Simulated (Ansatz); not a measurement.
# SiH2O (SMILES O=[SiH2]): levels of theory compared

Aim: a comparison of 6 runs (B2PLYP/STO-3G, HSE06/STO-3G, UPBE/STO-3G, CCSD/STO-3G, CCSD(T)/STO-3G, FCI/STO-3G) of SiH2O. 

The calculation is run with Ansatz 0.2.0.

61 further runs of the same task are left out: 9 that didn't finish, 52 set aside as unsound or not needed.

## (1) The structure to begin with

The species is SiH2O (4 atoms), meant as a singlet with charge 0. As SMILES, `O=[SiH2]`. The Si2–O1 distance was set to 3.032 Å, away from the relaxed value. At this shape a bond of the SMILES string is far longer than usual.

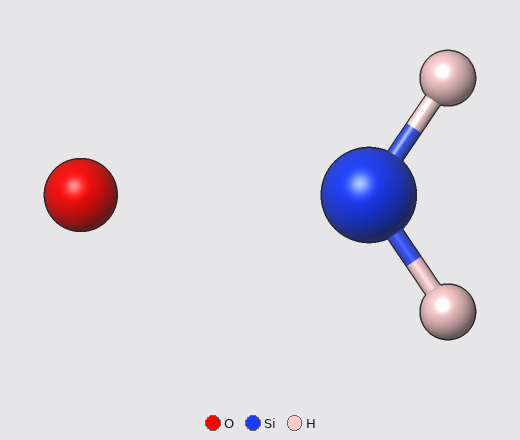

The structure, seen from a chosen angle (oxygen red, silicon blue, hydrogen pink).

## (2) A single-point energy at B2PLYP/STO-3G (run 1)

job.yaml reads:

```yaml
crystal:
  periodic: [false, false, false]
  atoms:
    - {symbol: O, position_ang: [-0.559699, 0.817199, 2.904097]}
    - {symbol: Si, position_ang: [-0.006700, 0.009800, 0.034900]}
    - {symbol: H, position_ang: [0.439900, -1.346000, -0.376200]}
    - {symbol: H, position_ang: [-0.150000, 0.922700, -1.128300]}
basis:
  gaussian:
    orbitals: STO-3G
correlation:
  frozen_orbitals: {H: 0, O: 1, Si: 5}
accuracy: high
hamiltonian:
  xc: {name: B2PLYP}
```

Run with:

```bash
ansatz run job.yaml --threads 1 --pin off --max-ram 2610MiB --events-out events.jsonl --progress --plain --runs-dir runs
```

What it wrote:

```text
Warning: RAYON_NUM_THREADS=1 ignored (pool sized by the plan → 1); use --threads N
Functional definition: B2PLYP
  name "B2PLYP"
  parameter a = 0.53
  parameter c = 0.27
  exchange = (1 - a)*b88_x + a*exact_x
  correlation = (1 - c)*lyp_c + c*(mp2_os + mp2_ss)
248 factors; integrals over basis functions are off by at most 2.6e-8 eV
mean field evaluation 1: about -9785.3217 eV, gradient 3.9e1 eV
mean field evaluation 2: about -9785.3060 eV, gradient 3.9e1 eV
mean field evaluation 4: about -9769.9240 eV, gradient 4.1e1 eV
mean field evaluation 8: about -9820.3552 eV, gradient 4.9e0 eV
mean field evaluation 16: about -9820.6229 eV, gradient 2.9e-4 eV
mean field evaluation 32: about -9820.6226 eV, gradient 1.3e-1 eV
mean field evaluation 64: about -9699.4764 eV, gradient 4.5e1 eV
mean field -9820.62289837 eV, -360.9012348576 hartree, gradient 1.8e-8 eV, S^2 0.000000; 4 other end points of the search recorded, 0 dependent functions left out; unrestricted orbitals would lower it
6 core orbitals not correlated: weight in the atoms' cores, before any rotation towards them, 1.000 or more for the frozen orbitals, at most 0.000 for the correlated occupied ones
reference -9820.62291428 eV, -360.9012354424 hartree; 6, 6 occupied and 4, 4 virtual orbitals, 248 factors
second order -1.81148895 eV of doubles, -0.00000000 eV of singles
Total energy: -9821.11201629 eV, -360.9192096100 hartree
```

It took 1.4 s on 1 thread of Arm Neoverse V1, shared host; peak memory 0.09 GiB.

## (3) A single-point energy at HSE06/STO-3G (run 2)

job.yaml reads:

```yaml
basis:
  gaussian:
    orbitals: STO-3G
crystal:
  periodic: [false, false, false]
  atoms:
    - {symbol: O, position_ang: [-0.559699, 0.817199, 2.904097]}
    - {symbol: Si, position_ang: [-0.006700, 0.009800, 0.034900]}
    - {symbol: H, position_ang: [0.439900, -1.346000, -0.376200]}
    - {symbol: H, position_ang: [-0.150000, 0.922700, -1.128300]}
hamiltonian:
  xc: hse06
accuracy: high
```

Run with:

```bash
ansatz run job.yaml --threads 1 --pin off --max-ram 2610MiB --events-out events.jsonl --progress --plain --runs-dir runs
```

What it wrote:

```text
Warning: RAYON_NUM_THREADS=1 ignored (pool sized by the plan → 1); use --threads N
Functional definition: HSE06
  name "HSE06"
  parameter a = 0.25
  parameter omega = 0.11/bohr
  exchange = pbe_x - a*pbe_x_sr(omega) + a*exact_x_sr(omega)
  correlation = pbe_c
248 factors; integrals over basis functions are off by at most 2.6e-8 eV
57 factors; integrals over basis functions are off by at most 1.1e-9 eV
mean field evaluation 1: about -9788.7420 eV, gradient 4.7e1 eV
mean field evaluation 2: about -9334.3724 eV, gradient 4.5e1 eV
mean field evaluation 4: about -9781.2742 eV, gradient 2.1e1 eV
mean field evaluation 8: about -9821.7110 eV, gradient 3.4e-1 eV
mean field evaluation 16: about -9821.7006 eV, gradient 2.0e-8 eV
mean field -9821.70059060 eV, -360.9408393168 hartree, gradient 2.0e-8 eV, S^2 0.000000; 4 other end points of the search recorded, 0 dependent functions left out
reference -9821.70059215 eV, -360.9408393738 hartree; 12, 12 occupied and 4, 4 virtual orbitals, 248 factors
Total energy: -9821.70059215 eV, -360.9408393738 hartree
```

Wall time 1.2 s (1 thread of Arm Neoverse V1, shared host).

## (4) A single-point energy at UPBE/STO-3G (run 3)

run.yaml reads:

```yaml
basis:
  gaussian: {orbitals: STO-3G}
crystal:
  periodic: [false, false, false]
  atoms:
    - {symbol: O, position_ang: [-0.559699, 0.817199, 2.904097]}
    - {symbol: Si, position_ang: [-0.006700, 0.009800, 0.034900]}
    - {symbol: H, position_ang: [0.439900, -1.346000, -0.376200]}
    - {symbol: H, position_ang: [-0.150000, 0.922700, -1.128300]}
hamiltonian: {xc: pbe}
total_charge: 0
magnetization: {spin_polarized: true, initial_magnetization: 0}
accuracy: high
```

Run with:

```bash
ansatz run run.yaml --threads 1 --pin off --max-ram 2610MiB --events-out events.jsonl --progress --plain --runs-dir runs
```

What it wrote (excerpt; [...] marks lines left out):

```text
Warning: RAYON_NUM_THREADS=1 ignored (pool sized by the plan → 1); use --threads N
Functional definition: PBE
  name "PBE"
[...]
248 factors; integrals over basis functions are off by at most 2.6e-8 eV
[...]
mean field -9822.28787932 eV, -360.9624217793 hartree, gradient 1.0e-8 eV, S^2 1.685252; 11 other end points of the search recorded, 0 dependent functions left out
reference -9822.28788093 eV, -360.9624218383 hartree; 12, 12 occupied and 4, 4 virtual orbitals, 248 factors
Total energy: -9822.28788093 eV, -360.9624218383 hartree
```

Wall time 19 s (1 thread of Arm Neoverse V1, shared host); peak memory 0.11 GiB.

Runs 4 to 5 aren't shown in full; the table further down has their settings and results.

## (5) A single-point energy at FCI/STO-3G (run 6)

job.yaml, as its differences from that of step 3:

```diff
@@ -1,4 +1 @@
-basis:
-  gaussian:
-    orbitals: STO-3G
 crystal:
@@ -10,4 +7,8 @@
     - {symbol: H, position_ang: [-0.150000, 0.922700, -1.128300]}
-hamiltonian:
-  xc: hse06
+basis:
+  gaussian:
+    orbitals: STO-3G
+correlation:
+  method: fci
+  frozen_orbitals: {H: 0, O: 1, Si: 5}
 accuracy: high
```

Run with:

```bash
ansatz run job.yaml --threads 1 --pin off --max-ram 2610MiB --events-out events.jsonl --progress --plain --runs-dir runs
```

What it wrote (excerpt; [...] marks lines left out):

```text
Warning: RAYON_NUM_THREADS=1 ignored (pool sized by the plan → 1); use --threads N
Functional definition: HF
  name "HF"
[...]
248 factors; integrals over basis functions are off by at most 2.6e-8 eV
[...]
mean field -9804.77033918 eV, -360.3186640528 hartree, gradient 3.8e-8 eV, S^2 0.000000; 10 other end points of the search recorded, 0 dependent functions left out; unrestricted orbitals would lower it
unrestricted determinant -9807.26552363 eV, -360.4103603902 hartree, S^2 1.4125
6 core orbitals not correlated: weight in the atoms' cores, before any rotation towards them, 1.000 or more for the frozen orbitals, at most 0.000 for the correlated occupied ones
reference -9804.77033918 eV, -360.3186640528 hartree; 6, 6 occupied and 4, 4 virtual orbitals, 248 factors
state -9809.29339228 eV, -360.4848831883 hartree
Total energy: -9809.29339228 eV, -360.4848831883 hartree
```

Wall time 0.7 s (1 thread of Arm Neoverse V1, shared host).

## (6) All runs side by side

```
run           level  frozen core orbitals  energy (Eh)  wall time
  1   B2PLYP/STO-3G                     6  -360.919210      1.4 s
  2    HSE06/STO-3G                     –  -360.940839      1.2 s
  3     UPBE/STO-3G                     –  -360.962422       19 s
  4     CCSD/STO-3G                     6  -360.412532     0.34 s
  5  CCSD(T)/STO-3G                     6  -360.412864     0.36 s
  6      FCI/STO-3G                     6  -360.484883      0.7 s
```

## (7) Summary of results

```
                                          quantity          value
                               run 6: total energy  -360.48488 Eh
run 6: correlation energy (6 core orbitals frozen)     -166.2 mEh
```

**Reading.** Against full CI in this basis: CCSD +72.4 mEh; CCSD(T) +72.0 mEh. Totals of different functionals can't be ranked against each other. In runs 1, 4, 5 the log says that unrestricted orbitals would lower the reference, so the values rest on an unstable closed-shell determinant (other closed-shell runs at this shape may share the fault). In runs 1, 2, 3, 4, 5, 6 the basis is minimal, so the values are rough. In runs 1, 2, 4, 5 a closed-shell determinant meets a far-stretched bond, which it describes badly. Spin contamination of the reference: run 3 ⟨S²⟩ = 1.69. Where it is this large, the reference is a mixture of spin states, and values that rest on it are in doubt. All runs together took 23 s, the longest 19 s.
